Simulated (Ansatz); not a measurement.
# LaP (rocksalt): the equilibrium volume

At what volume is LaP (rocksalt) free of pressure?

Computed with Ansatz 0.2.0 (DFT PBEsol, scalar-relativistic, plane waves, PAW, unless a step's input says otherwise).

## (1) The system as given

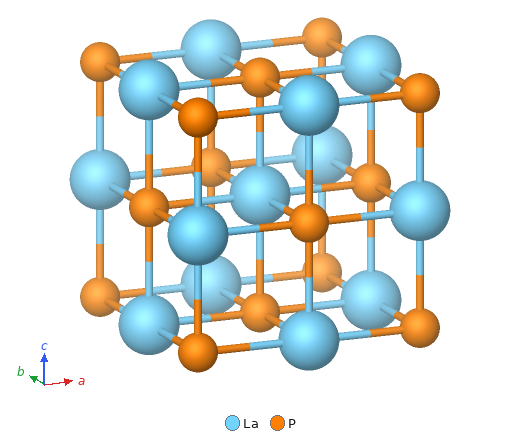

The starting structure, seen slightly off an axis (lanthanum blue, phosphorus orange). Atoms on the faces are drawn again on the opposite ones. The cell drawn here is the conventional one.

As a file:

```xyz
2
Lattice="0.0000 3.0225 3.0225 3.0225 0.0000 3.0225 3.0225 3.0225 0.0000" Properties=species:S:1:pos:R:3 pbc="T T T"
La    3.0225    3.0225    3.0225
P     0.0000    0.0000    0.0000
```

## (2) The first run

input.yaml reads:

```yaml
crystal:
  lattice:
    - [0.0, 3.0225071548, 3.0225071548]
    - [3.0225071548, 0.0, 3.0225071548]
    - [3.0225071548, 3.0225071548, 0.0]
  atoms:
    - { symbol: La, position: [0.5, 0.5, 0.5] }
    - { symbol: P, position: [0.0, 0.0, 0.0] }
basis:
  ecutwfc: 420
  ecutrho_ratio: 4
kpoints:
  mp_grid: { grid: [10, 10, 10] }
hamiltonian:
  xc: pbesol
scf:
  occupations: { method: gaussian, width: 0.05 }
output:
  forces: true
  stress: true
  eigenvalues: true
```

Run with:

```sh
> ansatz run input.yaml --threads 8 --pin off --max-ram 15360MiB --backend cpu --events-out ev --progress --plain --runs-dir out
```

Output, shortened:

```text
Warning: RAYON_NUM_THREADS=8 ignored (pool sized by the plan → 8); use --threads N
[...]
Pseudopotentials: kind: paw
Pseudopotential: La, paw, valence charge 11, recommended cutoff 420 eV (normal), La.paw.azcp
Pseudopotential: P, paw, valence charge 5, recommended cutoff 420 eV (normal), P.paw.azcp
Functional definition: PBEsol
[...]
Crystal: 2 atoms, lattice volume = 55.225 Å³
Basis set: ecut = 420 eV, 1067 PW (Γ), exchange–correlation on 60×60×60 points (8 copies of the dense FFT grid, shifted against one another)
Bands: 12, of which v1, the nominal top of the filled ones, is band 8 counted from 1 (7 counted from 0)
Symmetry: 48 space group operations
Space group: Fm-3m (ITA 225), of the structure as read, at distance tolerance 3.8e-5 Å
k-points: 47 of 1000
[...]
SCF iter   1: F=—  HF=-6904.423175 eV  |F-HF|=—  |Δ(HF+E_count)|=         —  Δρ=3.39e-3  dr2=1.23e-2  ethr=1.77e-3  ⟨swp⟩=5.0  Hψ=3097  notcnv=0
[...]
SCF iter   6: F=-6904.419439 eV  HF=-6904.419439 eV  |F-HF|=1.39e-9  |Δ(HF+E_count)|=   3.77e-8  Δρ=1.62e-6  dr2=1.99e-9  ethr=5.06e-10  ⟨swp⟩=4.3  Hψ=3145  notcnv=0
[...]
SCF converged after 6 iterations
Free energy (F): -6904.419439 eV
[...]
E sigma→0 (E₀):  -6904.419230 eV
Entropy (-TS):   -0.000417 eV (-0.209 meV/atom)
Fermi energy:    8.725534 eV
[...]
--- Forces (eV/Å), atoms counted from 1 ---
  atom   1  La     0.00000000    -0.00000000    -0.00000000
  atom   2  P     -0.00000000     0.00000000     0.00000000
[...]
--- Stress (GPa, compression-positive) ---
       -2.398087       0.000000       0.000000
        0.000000      -2.398087       0.000000
       -0.000000       0.000000      -2.398087
  P = ⅓ Tr σ = -2.3981 GPa (-23.981 kbar)
--- Band table (eV; the first three rows and the last of 47) ---
  k-point 0: bands = ["-23.0094", "-6.5153", "-6.5153", "-6.5153", "-0.3949", "8.8430", "8.8430", "8.8430", "10.4915", "10.4915", "10.4915", "11.3159"]
[...]
```

It took 0.27 s on 8 threads of AMD EPYC 9R45 (Zen 5), shared host; peak memory 0.46 GiB.

Result: volume 27.612 Å³/atom, pressure -2.40 GPa, a metal on this mesh.

## (3) Volume 27.171 Å³/atom

input.yaml, as its differences from that of step 2:

```diff
@@ -2,5 +2,5 @@
   lattice:
-    - [0.0, 3.0225071548, 3.0225071548]
-    - [3.0225071548, 0.0, 3.0225071548]
-    - [3.0225071548, 3.0225071548, 0.0]
+    - [0.0, 3.0063133565, 3.0063133565]
+    - [3.0063133565, 0.0, 3.0063133565]
+    - [3.0063133565, 3.0063133565, 0.0]
   atoms:
```

Run with:

```sh
> ansatz run input.yaml --threads 8 --pin off --max-ram 15360MiB --backend cpu --events-out ev --progress --plain --runs-dir out
```

Output, shortened:

```text
Warning: RAYON_NUM_THREADS=8 ignored (pool sized by the plan → 8); use --threads N
[...]
[... 4 set-up lines as earlier in the session ...]
[...]
Crystal: 2 atoms, lattice volume = 54.342 Å³
Basis set: ecut = 420 eV, 1067 PW (Γ), exchange–correlation on 60×60×60 points (8 copies of the dense FFT grid, shifted against one another)
Bands: 12, of which v1, the nominal top of the filled ones, is band 8 counted from 1 (7 counted from 0)
[... 2 set-up lines as earlier in the session ...]
k-points: 47 of 1000
[...]
SCF iter   1: F=—  HF=-6904.433386 eV  |F-HF|=—  |Δ(HF+E_count)|=         —  Δρ=3.42e-3  dr2=1.21e-2  ethr=1.77e-3  ⟨swp⟩=5.1  Hψ=3104  notcnv=0
[...]
SCF iter   6: F=-6904.429602 eV  HF=-6904.429602 eV  |F-HF|=8.71e-10  |Δ(HF+E_count)|=   3.62e-8  Δρ=1.53e-6  dr2=1.45e-9  ethr=6.25e-10  ⟨swp⟩=7.1  Hψ=2971  notcnv=0
[...]
SCF converged after 6 iterations
Free energy (F): -6904.429602 eV
[...]
E sigma→0 (E₀):  -6904.429361 eV
Entropy (-TS):   -0.000482 eV (-0.241 meV/atom)
Fermi energy:    8.899604 eV
[...]
--- Forces (eV/Å), atoms counted from 1 ---
  atom   1  La     0.00000000    -0.00000000     0.00000000
  atom   2  P     -0.00000000    -0.00000000    -0.00000000
[...]
--- Stress (GPa, compression-positive) ---
       -1.276133      -0.000000       0.000000
       -0.000000      -1.276133      -0.000000
       -0.000000      -0.000000      -1.276133
  P = ⅓ Tr σ = -1.2761 GPa (-12.761 kbar)
--- Band table (eV; the first three rows and the last of 47) ---
  k-point 0: bands = ["-22.7619", "-6.2670", "-6.2670", "-6.2670", "-0.2430", "9.0316", "9.0316", "9.0316", "10.6758", "10.6758", "10.6758", "11.5535"]
[...]
```

It took 0.26 s on 8 threads of AMD EPYC 9R45 (Zen 5), shared host; peak memory 0.43 GiB.

Result: volume 27.171 Å³/atom, pressure -1.28 GPa, a metal on this mesh.

## (4) Next volume: 26.712 Å³/atom

input.yaml, as its differences from that of step 3:

```diff
@@ -2,5 +2,5 @@
   lattice:
-    - [0.0, 3.0063133565, 3.0063133565]
-    - [3.0063133565, 0.0, 3.0063133565]
-    - [3.0063133565, 3.0063133565, 0.0]
+    - [0.0, 2.9893118767, 2.9893118767]
+    - [2.9893118767, 0.0, 2.9893118767]
+    - [2.9893118767, 2.9893118767, 0.0]
   atoms:
```

Run with:

```sh
> ansatz run input.yaml --threads 8 --pin off --max-ram 15360MiB --backend cpu --events-out ev --progress --plain --runs-dir out
```

Output, shortened:

```text
Warning: RAYON_NUM_THREADS=8 ignored (pool sized by the plan → 8); use --threads N
[...]
[... 4 set-up lines as earlier in the session ...]
[...]
Crystal: 2 atoms, lattice volume = 53.425 Å³
Basis set: ecut = 420 eV, 1037 PW (Γ), exchange–correlation on 60×60×60 points (8 copies of the dense FFT grid, shifted against one another)
Bands: 12, of which v1, the nominal top of the filled ones, is band 8 counted from 1 (7 counted from 0)
[... 2 set-up lines as earlier in the session ...]
k-points: 47 of 1000
[...]
SCF iter   1: F=—  HF=-6904.437025 eV  |F-HF|=—  |Δ(HF+E_count)|=         —  Δρ=3.40e-3  dr2=1.16e-2  ethr=1.77e-3  ⟨swp⟩=5.1  Hψ=3091  notcnv=0
[...]
SCF iter   6: F=-6904.433337 eV  HF=-6904.433337 eV  |F-HF|=1.36e-10  |Δ(HF+E_count)|=   3.80e-8  Δρ=1.60e-6  dr2=8.40e-10  ethr=6.25e-10  ⟨swp⟩=7.2  Hψ=2997  notcnv=0
[...]
SCF converged after 6 iterations
Free energy (F): -6904.433337 eV
[...]
E sigma→0 (E₀):  -6904.433097 eV
Entropy (-TS):   -0.000479 eV (-0.239 meV/atom)
Fermi energy:    9.092227 eV
[...]
--- Forces (eV/Å), atoms counted from 1 ---
  atom   1  La     0.00000000    -0.00000000    -0.00000000
  atom   2  P     -0.00000000     0.00000000    -0.00000000
[...]
--- Stress (GPa, compression-positive) ---
       -0.009561       0.000000       0.000000
        0.000000      -0.009561       0.000000
       -0.000000       0.000000      -0.009561
  P = ⅓ Tr σ = -0.0096 GPa (-0.096 kbar)
--- Band table (eV; the first three rows and the last of 47) ---
  k-point 0: bands = ["-22.4980", "-6.0020", "-6.0020", "-6.0020", "-0.0792", "9.2339", "9.2339", "9.2339", "10.8725", "10.8725", "10.8725", "11.7760"]
[...]
```

Run time: 0.27 s. Hardware: 8 threads of AMD EPYC 9R45 (Zen 5), shared host; peak memory 0.44 GiB.

In short: volume 26.712 Å³/atom, pressure -0.01 GPa, no gap.

## (5) The way to zero pressure

```csv
step,level,mesh,relaxed,volume (Å³/atom),pressure (GPa)
2,PBEsol,10×10×10,nothing,27.612,-2.40
3,PBEsol,10×10×10,nothing,27.171,-1.28
4,PBEsol,10×10×10,nothing,26.712,-0.01
```

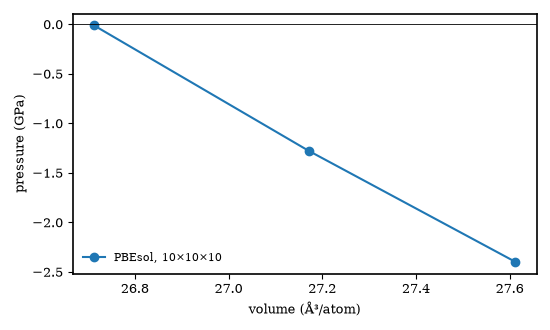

Pressure against volume, run by run.

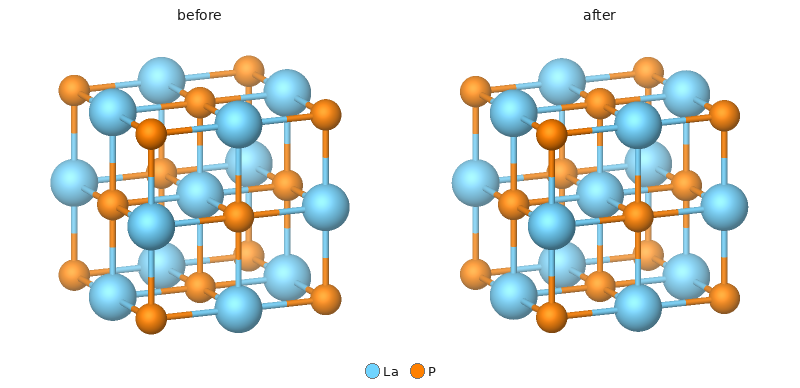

The structure before (left) and after (right), at one scale. Drawn in the start's conventional cell.

How the cell compares, before and after:

| cell as typed | before | after | change |
| --- | --- | --- | --- |
| a (Å) | 4.274 | 4.228 | -1.1 % |
| b (Å) | 4.274 | 4.228 | -1.1 % |
| c (Å) | 4.274 | 4.228 | -1.1 % |
| volume (Å³/atom) | 27.612 | 26.712 | -3.3 % |
| shortest distance (Å) | 3.023 | 2.989 | -1.1 % |
| space group | Fm-3m | Fm-3m | same |

## (6) Summary of results

| quantity | value |
| --- | --- |
| volume | 26.712 Å³/atom |
| pressure | -0.01 GPa |
| conventional cell | a = 5.979 Å, b = 5.979 Å, c = 5.979 Å, α = 90.00°, β = 90.00°, γ = 90.00° |
| gap on the mesh | none (metal) |

What this shows: From the first run shown, the volume went from 27.61 to 26.71 Å³/atom (-3.3 %) in 3 runs, where the pressure is zero within 0.01 GPa.
